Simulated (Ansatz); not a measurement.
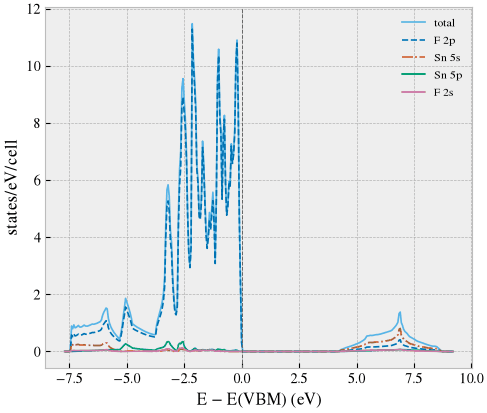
Figure: Total and projected density of states of SnF$_{4}$ in space group I4/mmm (No. 139; Sn on 2a, F on 4e, F on 4c), DFT-r²SCAN in the program Ansatz with PAW potentials

Which orbitals carry the states next to the gap?

Top 1 eV of the valence band: F 2p 99 %. Bottom 1 eV of the conduction band: Sn 5s 58 %, F 2p 26 %, F 2s 10 %, Sn 5p 5 %. Projections are on Löwdin-orthogonalised atomic valence shells; empty p or d shells of many metals are not among them.

Where is the tallest occupied peak in this window, and what makes it?

Near -2.1 eV, about 11 states/eV per cell; the largest projected share is F 2p.

The first step of the workflow began from a Materials Project structure, measured or hypothetical; the Crystallography Open Database files this formula in space group No. 139, but the cells were not matched. Whether it is the stable phase at ambient conditions was not checked. The cell was relaxed with r²SCAN under the symmetry of its start; whether a distortion lowers the energy is not shown. A crystal of weakly bound layers computed without a dispersion correction: the cell and the soft elastic constants depend strongly on that. Scalar-relativistic: spin–orbit coupling is off unless named, which matters more the heavier the elements.

Potentials: the later of the program's two PAW sets.
